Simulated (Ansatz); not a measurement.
```csv
atom,x (Å),y (Å),z (Å)
B,0.1468,-0.3049,-0.3129
H,0.0498,-0.0702,0.8604
O,1.3741,-0.3532,-0.8599
H,1.3667,-0.5424,-1.7869
O,-0.9391,-0.5203,-1.0918
H,-1.7658,-0.4714,-0.6410
H,-0.4424,0.4637,4.9056
```

Level of theory: UHF/def2-SVP in Ansatz 0.2.0.

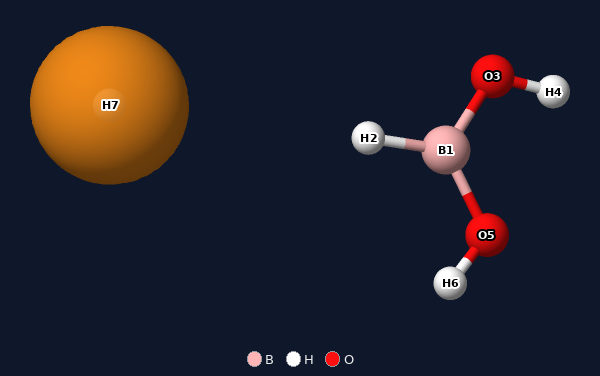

BH₃O₂···H (doublet). Isosurface of the spin density at +0.03 e/Å³ (orange), seen at a tilt.

> Which atoms carry the spin?

The unpaired spin (1 electron) lies mostly on H7 (about 1.0), in electrons by Hirshfeld's partition.
